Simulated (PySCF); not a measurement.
# C3FN (Fluorocyanoacetylene): the cost of one run

Programs: PySCF 2.14.0, with density-fitted response routines of our own. Each step states its level of theory. These are calculated values for one molecule in the gas phase, unless marked as measured. Atoms are numbered from 0 throughout.

### 1 The molecule as given

5 atoms, charge 0, multiplicity 1; geometry from: GFN2-xTB. The atoms were then displaced at random by about 0.01 Å, so the start is not that level's minimum.

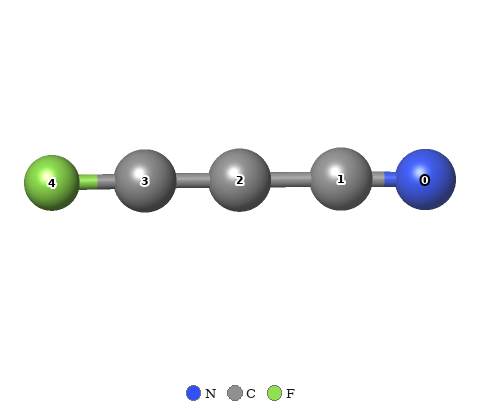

As it starts; nitrogen blue, carbon grey, fluorine green, atoms numbered.

### 2 Geometry optimisation at PBE0-D3(BJ)/def2-SVP

What the job is given:

```
{"job": {"xc": "PBE0", "basis": "def2-SVP", "d3": "d3bj", "grid": 1, "shake": 0.01, "kind": "geom"}, "charge": 0, "multiplicity": 1}
N     -2.406980     0.048860    -0.421070
C     -1.305160     0.035360    -0.219950
C      0.019710    -0.002420     0.019480
C      1.255790    -0.034200     0.244000
F      2.470210    -0.081580     0.468510
```

The run is started by

```bash
$ OMP_NUM_THREADS=1 python probes_run.py task.json out
```

One launch serves the whole session: the jobs run in the order shown.

Q: Estimate the wall time and peak memory of this first job on 1 thread of Arm Neoverse V1, shared host.

About 11 s, with a peak of 0.3 GiB.
